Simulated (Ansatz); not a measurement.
# Molecular dynamics of GaH₃Cl₂ (part 1 of 3)

System: GaH₃Cl₂.
Method: RKS PBE/def2-SVP (Ansatz 0.2.0).

It belongs to a series of runs on one base structure; here: dynamics from the highest image of the converged band.

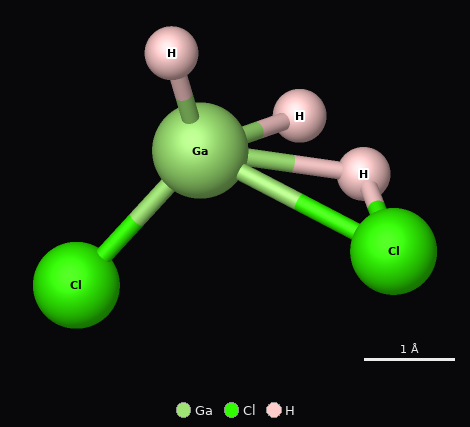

Fig. 1: The structure as given in the input (ball-and-stick view, seen at a tilt). Sticks mark near contacts.

**Results in brief**

| quantity | value |
| --- | --- |
| outcome | finished |
| mean temperature over the second half | 1537 K |
| trajectory | 200 steps, 100 fs |
| ensemble | nve |
| temperature in the input | 100.0 K |
| time step | 0.5 fs |
| potential energy (last step) | −77440.7128 eV |
| mean-field energy (last step) | −77440.7128 eV |
| largest force (length of the vector) (last step) | 2.295 eV/Å |
| hardware | 1 thread of Arm Neoverse V1, 24 GiB of memory available, shared host |
| wall time | 7 min |
| peak memory | 0.12 GiB |

So short a trajectory is not equilibrated.

**Input**
```yaml
crystal:
  periodic: [false, false, false]
  atoms:
    - { symbol: Ga, position_ang: [-0.023978, -0.375246, -0.114604] }
    - { symbol: Cl, position_ang: [-0.1132, 0.038298, 2.357621] }
    - { symbol: H, position_ang: [1.374766, 0.053134, -0.648359] }
    - { symbol: Cl, position_ang: [-1.917661, 0.206555, -0.974389] }
    - { symbol: H, position_ang: [-0.167725, -1.900727, 0.62499] }
    - { symbol: H, position_ang: [-0.175703, -1.276816, 1.593141] }
basis:
  gaussian: { orbitals: def2-SVP }
hamiltonian:
  xc: pbe
md:
  timestep: 0.5
  n_steps: 200
  ensemble: nve
  temperature: 100.0
  initial_velocities: maxwell_boltzmann
  seed: 7426
```

Command:
```bash
ansatz run input.yaml --threads 1 --pin off --max-ram 2048MiB --backend cpu --events-out ev --progress --plain --runs-dir out
```

**Output**
```
Engine: ansatz 0.2.0, aarch64-unknown-linux-gnu
Functional definition: PBE
  parameter kappa = 0.804
  parameter beta = 0.06672455060314922
  exchange = pbe_x(kappa = kappa, mu = beta*pi^2/3)
  correlation = pbe_c(beta = beta)
919 factors; their error is unknown
mean field evaluation 1: about -77438.6964 eV, gradient 3.3e1 eV
mean field evaluation 2: about -77437.1833 eV, gradient 4.8e1 eV
mean field evaluation 4: about -77440.1977 eV, gradient 1.8e0 eV
mean field evaluation 8: about -77440.2094 eV, gradient 3.5e-2 eV
mean field evaluation 16: about -77440.1616 eV, gradient 4.4e-5 eV
mean field -77440.16157691 eV, -2845.8734471248 hartree, gradient 4.4e-5 eV, S^2 0.000000; 0 other end points of the search recorded, 0 dependent functions left out
the calculation of the forces begins
reference -77440.16161238 eV, -2845.8734484281 hartree; 34, 34 occupied and 49, 49 virtual orbitals, 919 factors
md step     0: t =     0.00 fs  T =   100.0 K  F+E_penalty+E_count = -77440.16157691 eV  E_kin = 0.051704 eV  conserved = -77440.10987291 eV  (24 SCF iters)
these checks for a lower state are left out or cut short: starts, cluster_reference, orbital_swaps, neighbouring_geometries, increment
919 factors; their error is unknown
mean field -77440.16115612 eV, -2845.8734316609 hartree, gradient 2.3e-5 eV, S^2 0.000000; 0 other end points of the search recorded, 0 dependent functions left out
the calculation of the forces begins
reference -77440.16119157 eV, -2845.8734329635 hartree; 34, 34 occupied and 49, 49 virtual orbitals, 919 factors
md step     1: t =     0.50 fs  T =    99.2 K  F+E_penalty+E_count = -77440.16115612 eV  E_kin = 0.051286 eV  conserved = -77440.10987037 eV  (28 SCF iters)
[... from here on the SCF iterations and repeated set-up lines of each step are left out, up to the last step ...]
md step     2: t =     1.00 fs  T =    96.8 K  F+E_penalty+E_count = -77440.15990282 eV  E_kin = 0.050040 eV  conserved = -77440.10986323 eV  (28 SCF iters)
md step     3: t =     1.50 fs  T =    93.0 K  F+E_penalty+E_count = -77440.15793018 eV  E_kin = 0.048078 eV  conserved = -77440.10985251 eV  (28 SCF iters)
md step     4: t =     2.00 fs  T =    88.1 K  F+E_penalty+E_count = -77440.15541300 eV  E_kin = 0.045574 eV  conserved = -77440.10983858 eV  (28 SCF iters)
md step     5: t =     2.50 fs  T =    82.7 K  F+E_penalty+E_count = -77440.15257259 eV  E_kin = 0.042749 eV  conserved = -77440.10982314 eV  (28 SCF iters)
md step     6: t =     3.00 fs  T =    77.1 K  F+E_penalty+E_count = -77440.14965405 eV  E_kin = 0.039846 eV  conserved = -77440.10980765 eV  (28 SCF iters)
md step     7: t =     3.50 fs  T =    71.8 K  F+E_penalty+E_count = -77440.14690345 eV  E_kin = 0.037110 eV  conserved = -77440.10979353 eV  (28 SCF iters)
md step     8: t =     4.00 fs  T =    67.2 K  F+E_penalty+E_count = -77440.14454535 eV  E_kin = 0.034763 eV  conserved = -77440.10978199 eV  (28 SCF iters)
md step     9: t =     4.50 fs  T =    63.8 K  F+E_penalty+E_count = -77440.14276336 eV  E_kin = 0.032989 eV  conserved = -77440.10977395 eV  (28 SCF iters)
md step    10: t =     5.00 fs  T =    61.7 K  F+E_penalty+E_count = -77440.14168571 eV  E_kin = 0.031916 eV  conserved = -77440.10976991 eV  (28 SCF iters)
md step    11: t =     5.50 fs  T =    61.1 K  F+E_penalty+E_count = -77440.14137716 eV  E_kin = 0.031607 eV  conserved = -77440.10977006 eV  (28 SCF iters)
md step    12: t =     6.00 fs  T =    62.0 K  F+E_penalty+E_count = -77440.14183722 eV  E_kin = 0.032063 eV  conserved = -77440.10977375 eV  (29 SCF iters)
md step    13: t =     6.50 fs  T =    64.3 K  F+E_penalty+E_count = -77440.14300665 eV  E_kin = 0.033226 eV  conserved = -77440.10978059 eV  (29 SCF iters)
md step    14: t =     7.00 fs  T =    67.7 K  F+E_penalty+E_count = -77440.14477753 eV  E_kin = 0.034988 eV  conserved = -77440.10978936 eV  (28 SCF iters)
md step    15: t =     7.50 fs  T =    72.0 K  F+E_penalty+E_count = -77440.14700961 eV  E_kin = 0.037211 eV  conserved = -77440.10979886 eV  (28 SCF iters)
md step    16: t =     8.00 fs  T =    76.9 K  F+E_penalty+E_count = -77440.14954879 eV  E_kin = 0.039741 eV  conserved = -77440.10980821 eV  (28 SCF iters)
md step    17: t =     8.50 fs  T =    82.1 K  F+E_penalty+E_count = -77440.15224505 eV  E_kin = 0.042429 eV  conserved = -77440.10981608 eV  (25 SCF iters)
md step    18: t =     9.00 fs  T =    87.3 K  F+E_penalty+E_count = -77440.15497111 eV  E_kin = 0.045149 eV  conserved = -77440.10982174 eV  (29 SCF iters)
md step    19: t =     9.50 fs  T =    92.5 K  F+E_penalty+E_count = -77440.15763655 eV  E_kin = 0.047812 eV  conserved = -77440.10982463 eV  (28 SCF iters)
md step    20: t =    10.00 fs  T =    97.4 K  F+E_penalty+E_count = -77440.16019796 eV  E_kin = 0.050374 eV  conserved = -77440.10982392 eV  (28 SCF iters)
md step    21: t =    10.50 fs  T =   102.2 K  F+E_penalty+E_count = -77440.16266589 eV  E_kin = 0.052846 eV  conserved = -77440.10981996 eV  (28 SCF iters)
md step    22: t =    11.00 fs  T =   106.9 K  F+E_penalty+E_count = -77440.16510386 eV  E_kin = 0.055291 eV  conserved = -77440.10981299 eV  (27 SCF iters)
md step    23: t =    11.50 fs  T =   111.8 K  F+E_penalty+E_count = -77440.16762409 eV  E_kin = 0.057820 eV  conserved = -77440.10980360 eV  (28 SCF iters)
md step    24: t =    12.00 fs  T =   117.2 K  F+E_penalty+E_count = -77440.17037797 eV  E_kin = 0.060586 eV  conserved = -77440.10979230 eV  (27 SCF iters)
md step    25: t =    12.50 fs  T =   123.3 K  F+E_penalty+E_count = -77440.17354480 eV  E_kin = 0.063764 eV  conserved = -77440.10978059 eV  (27 SCF iters)
md step    26: t =    13.00 fs  T =   130.6 K  F+E_penalty+E_count = -77440.17731532 eV  E_kin = 0.067546 eV  conserved = -77440.10976919 eV  (28 SCF iters)
md step    27: t =    13.50 fs  T =   139.5 K  F+E_penalty+E_count = -77440.18187715 eV  E_kin = 0.072118 eV  conserved = -77440.10975893 eV  (27 SCF iters)
md step    28: t =    14.00 fs  T =   150.2 K  F+E_penalty+E_count = -77440.18739965 eV  E_kin = 0.077649 eV  conserved = -77440.10975115 eV  (27 SCF iters)
md step    29: t =    14.50 fs  T =   163.0 K  F+E_penalty+E_count = -77440.19401836 eV  E_kin = 0.084272 eV  conserved = -77440.10974650 eV  (27 SCF iters)
md step    30: t =    15.00 fs  T =   178.1 K  F+E_penalty+E_count = -77440.20182380 eV  E_kin = 0.092078 eV  conserved = -77440.10974560 eV  (27 SCF iters)
md step    31: t =    15.50 fs  T =   195.5 K  F+E_penalty+E_count = -77440.21085369 eV  E_kin = 0.101105 eV  conserved = -77440.10974901 eV  (27 SCF iters)
md step    32: t =    16.00 fs  T =   215.3 K  F+E_penalty+E_count = -77440.22109047 eV  E_kin = 0.111335 eV  conserved = -77440.10975564 eV  (26 SCF iters)
md step    33: t =    16.50 fs  T =   237.3 K  F+E_penalty+E_count = -77440.23247250 eV  E_kin = 0.122708 eV  conserved = -77440.10976436 eV  (26 SCF iters)
md step    34: t =    17.00 fs  T =   261.4 K  F+E_penalty+E_count = -77440.24491659 eV  E_kin = 0.135144 eV  conserved = -77440.10977270 eV  (26 SCF iters)
md step    35: t =    17.50 fs  T =   287.4 K  F+E_penalty+E_count = -77440.25835792 eV  E_kin = 0.148581 eV  conserved = -77440.10977726 eV  (26 SCF iters)
md step    36: t =    18.00 fs  T =   315.3 K  F+E_penalty+E_count = -77440.27280187 eV  E_kin = 0.163028 eV  conserved = -77440.10977435 eV  (25 SCF iters)
md step    37: t =    18.50 fs  T =   345.5 K  F+E_penalty+E_count = -77440.28837460 eV  E_kin = 0.178613 eV  conserved = -77440.10976187 eV  (26 SCF iters)
md step    38: t =    19.00 fs  T =   378.3 K  F+E_penalty+E_count = -77440.30534646 eV  E_kin = 0.195606 eV  conserved = -77440.10974095 eV  (26 SCF iters)
md step    39: t =    19.50 fs  T =   414.6 K  F+E_penalty+E_count = -77440.32410093 eV  E_kin = 0.214382 eV  conserved = -77440.10971853 eV  (26 SCF iters)
md step    40: t =    20.00 fs  T =   455.1 K  F+E_penalty+E_count = -77440.34502809 eV  E_kin = 0.235324 eV  conserved = -77440.10970445 eV  (26 SCF iters)
md step    41: t =    20.50 fs  T =   500.3 K  F+E_penalty+E_count = -77440.36836819 eV  E_kin = 0.258660 eV  conserved = -77440.10970865 eV  (26 SCF iters)
md step    42: t =    21.00 fs  T =   549.9 K  F+E_penalty+E_count = -77440.39406238 eV  E_kin = 0.284327 eV  conserved = -77440.10973507 eV  (26 SCF iters)
md step    43: t =    21.50 fs  T =   603.3 K  F+E_penalty+E_count = -77440.42169593 eV  E_kin = 0.311917 eV  conserved = -77440.10977922 eV  (26 SCF iters)
md step    44: t =    22.00 fs  T =   659.0 K  F+E_penalty+E_count = -77440.45058109 eV  E_kin = 0.340754 eV  conserved = -77440.10982757 eV  (26 SCF iters)
md step    45: t =    22.50 fs  T =   715.8 K  F+E_penalty+E_count = -77440.47996587 eV  E_kin = 0.370102 eV  conserved = -77440.10986424 eV  (26 SCF iters)
md step    46: t =    23.00 fs  T =   772.5 K  F+E_penalty+E_count = -77440.50927885 eV  E_kin = 0.399401 eV  conserved = -77440.10987779 eV  (26 SCF iters)
md step    47: t =    23.50 fs  T =   828.6 K  F+E_penalty+E_count = -77440.53830712 eV  E_kin = 0.428441 eV  conserved = -77440.10986585 eV  (26 SCF iters)
md step    48: t =    24.00 fs  T =   884.7 K  F+E_penalty+E_count = -77440.56723637 eV  E_kin = 0.457401 eV  conserved = -77440.10983522 eV  (26 SCF iters)
md step    49: t =    24.50 fs  T =   941.4 K  F+E_penalty+E_count = -77440.59654388 eV  E_kin = 0.486744 eV  conserved = -77440.10980007 eV  (26 SCF iters)
md step    50: t =    25.00 fs  T =   999.9 K  F+E_penalty+E_count = -77440.62677952 eV  E_kin = 0.517002 eV  conserved = -77440.10977756 eV  (26 SCF iters)
md step    51: t =    25.50 fs  T =  1060.9 K  F+E_penalty+E_count = -77440.65830060 eV  E_kin = 0.548518 eV  conserved = -77440.10978296 eV  (26 SCF iters)
md step    52: t =    26.00 fs  T =  1124.1 K  F+E_penalty+E_count = -77440.69103729 eV  E_kin = 0.581213 eV  conserved = -77440.10982471 eV  (25 SCF iters)
md step    53: t =    26.50 fs  T =  1188.4 K  F+E_penalty+E_count = -77440.72437307 eV  E_kin = 0.614474 eV  conserved = -77440.10989870 eV  (25 SCF iters)
md step    54: t =    27.00 fs  T =  1251.8 K  F+E_penalty+E_count = -77440.75722607 eV  E_kin = 0.647242 eV  conserved = -77440.10998382 eV  (25 SCF iters)
md step    55: t =    27.50 fs  T =  1312.0 K  F+E_penalty+E_count = -77440.78838508 eV  E_kin = 0.678340 eV  conserved = -77440.11004538 eV  (25 SCF iters)
md step    56: t =    28.00 fs  T =  1367.4 K  F+E_penalty+E_count = -77440.81704383 eV  E_kin = 0.706996 eV  conserved = -77440.11004831 eV  (24 SCF iters)
md step    57: t =    28.50 fs  T =  1418.3 K  F+E_penalty+E_count = -77440.84330476 eV  E_kin = 0.733321 eV  conserved = -77440.10998327 eV  (25 SCF iters)
md step    58: t =    29.00 fs  T =  1466.8 K  F+E_penalty+E_count = -77440.86827273 eV  E_kin = 0.758386 eV  conserved = -77440.10988668 eV  (25 SCF iters)
md step    59: t =    29.50 fs  T =  1515.6 K  F+E_penalty+E_count = -77440.89347352 eV  E_kin = 0.783646 eV  conserved = -77440.10982733 eV  (26 SCF iters)
md step    60: t =    30.00 fs  T =  1566.5 K  F+E_penalty+E_count = -77440.91981613 eV  E_kin = 0.809959 eV  conserved = -77440.10985732 eV  (26 SCF iters)
md step    61: t =    30.50 fs  T =  1618.6 K  F+E_penalty+E_count = -77440.94682904 eV  E_kin = 0.836863 eV  conserved = -77440.10996630 eV  (27 SCF iters)
md step    62: t =    31.00 fs  T =  1668.6 K  F+E_penalty+E_count = -77440.97282959 eV  E_kin = 0.862743 eV  conserved = -77440.11008651 eV  (26 SCF iters)
md step    63: t =    31.50 fs  T =  1713.2 K  F+E_penalty+E_count = -77440.99594133 eV  E_kin = 0.885795 eV  conserved = -77440.11014680 eV  (26 SCF iters)
md step    64: t =    32.00 fs  T =  1750.5 K  F+E_penalty+E_count = -77441.01518576 eV  E_kin = 0.905067 eV  conserved = -77440.11011920 eV  (26 SCF iters)
md step    65: t =    32.50 fs  T =  1781.1 K  F+E_penalty+E_count = -77441.03093426 eV  E_kin = 0.920907 eV  conserved = -77440.11002748 eV  (28 SCF iters)
md step    66: t =    33.00 fs  T =  1807.7 K  F+E_penalty+E_count = -77441.04457190 eV  E_kin = 0.934649 eV  conserved = -77440.10992251 eV  (27 SCF iters)
md step    67: t =    33.50 fs  T =  1833.2 K  F+E_penalty+E_count = -77441.05771214 eV  E_kin = 0.947857 eV  conserved = -77440.10985491 eV  (28 SCF iters)
md step    68: t =    34.00 fs  T =  1859.7 K  F+E_penalty+E_count = -77441.07140184 eV  E_kin = 0.961547 eV  conserved = -77440.10985495 eV  (27 SCF iters)
md step    69: t =    34.50 fs  T =  1887.1 K  F+E_penalty+E_count = -77441.08563978 eV  E_kin = 0.975716 eV  conserved = -77440.10992328 eV  (27 SCF iters)
md step    70: t =    35.00 fs  T =  1913.5 K  F+E_penalty+E_count = -77441.09937233 eV  E_kin = 0.989344 eV  conserved = -77440.11002859 eV  (26 SCF iters)
md step    71: t =    35.50 fs  T =  1935.8 K  F+E_penalty+E_count = -77441.11099953 eV  E_kin = 1.000885 eV  conserved = -77440.11011426 eV  (26 SCF iters)
md step    72: t =    36.00 fs  T =  1951.8 K  F+E_penalty+E_count = -77441.11926047 eV  E_kin = 1.009138 eV  conserved = -77440.11012213 eV  (26 SCF iters)
md step    73: t =    36.50 fs  T =  1961.3 K  F+E_penalty+E_count = -77441.12411396 eV  E_kin = 1.014084 eV  conserved = -77440.11003033 eV  (26 SCF iters)
md step    74: t =    37.00 fs  T =  1967.2 K  F+E_penalty+E_count = -77441.12702444 eV  E_kin = 1.017140 eV  conserved = -77440.10988487 eV  (26 SCF iters)
md step    75: t =    37.50 fs  T =  1973.6 K  F+E_penalty+E_count = -77441.13022055 eV  E_kin = 1.020436 eV  conserved = -77440.10978456 eV  (25 SCF iters)
md step    76: t =    38.00 fs  T =  1983.2 K  F+E_penalty+E_count = -77441.13521679 eV  E_kin = 1.025413 eV  conserved = -77440.10980398 eV  (26 SCF iters)
md step    77: t =    38.50 fs  T =  1995.5 K  F+E_penalty+E_count = -77441.14170522 eV  E_kin = 1.031777 eV  conserved = -77440.10992813 eV  (26 SCF iters)
md step    78: t =    39.00 fs  T =  2007.0 K  F+E_penalty+E_count = -77441.14778168 eV  E_kin = 1.037717 eV  conserved = -77440.11006507 eV  (26 SCF iters)
md step    79: t =    39.50 fs  T =  2013.8 K  F+E_penalty+E_count = -77441.15132141 eV  E_kin = 1.041198 eV  conserved = -77440.11012366 eV  (26 SCF iters)
md step    80: t =    40.00 fs  T =  2013.9 K  F+E_penalty+E_count = -77441.15136010 eV  E_kin = 1.041282 eV  conserved = -77440.11007795 eV  (26 SCF iters)
md step    81: t =    40.50 fs  T =  2008.7 K  F+E_penalty+E_count = -77441.14853008 eV  E_kin = 1.038563 eV  conserved = -77440.10996710 eV  (26 SCF iters)
md step    82: t =    41.00 fs  T =  2001.1 K  F+E_penalty+E_count = -77441.14449762 eV  E_kin = 1.034640 eV  conserved = -77440.10985712 eV  (26 SCF iters)
md step    83: t =    41.50 fs  T =  1994.3 K  F+E_penalty+E_count = -77441.14094700 eV  E_kin = 1.031143 eV  conserved = -77440.10980375 eV  (26 SCF iters)
md step    84: t =    42.00 fs  T =  1989.9 K  F+E_penalty+E_count = -77441.13869529 eV  E_kin = 1.028863 eV  conserved = -77440.10983269 eV  (26 SCF iters)
md step    85: t =    42.50 fs  T =  1987.0 K  F+E_penalty+E_count = -77441.13728505 eV  E_kin = 1.027354 eV  conserved = -77440.10993088 eV  (26 SCF iters)
md step    86: t =    43.00 fs  T =  1982.7 K  F+E_penalty+E_count = -77441.13518858 eV  E_kin = 1.025138 eV  conserved = -77440.11005094 eV  (26 SCF iters)
md step    87: t =    43.50 fs  T =  1973.6 K  F+E_penalty+E_count = -77441.13056935 eV  E_kin = 1.020445 eV  conserved = -77440.11012429 eV  (26 SCF iters)
```
